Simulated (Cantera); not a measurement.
Input: 1 mol C2F6, 1.6 mol F2, 0.69 mol H2, held at 16.0 mbar.

These are equilibrium values from Cantera (NASA tables, ideal gas, pure condensed phases), not measurements of a reactor. Candidate condensed phases: C, C6H6, C7H8, C8H18; 95 gas species. The feed counts by its element totals alone. Condensed phases not in the tables: fluorocarbon polymer. Gases not in the tables: C2F6 and larger saturated fluorocarbons. The numbers say what is thermodynamically allowed, not how fast it happens.

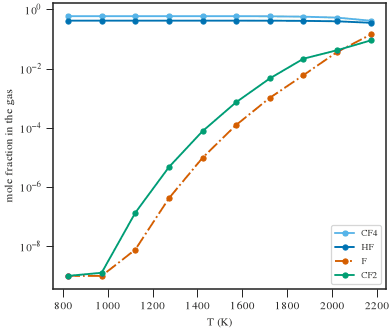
Figure. Equilibrium gas composition (values under 1e-9 drawn at 1e-9)

From 823 K to 1873 K the condensed part is C(graphite). From 2023 K to 2173 K nothing is condensed. The main C-bearing gas is CF4 throughout.
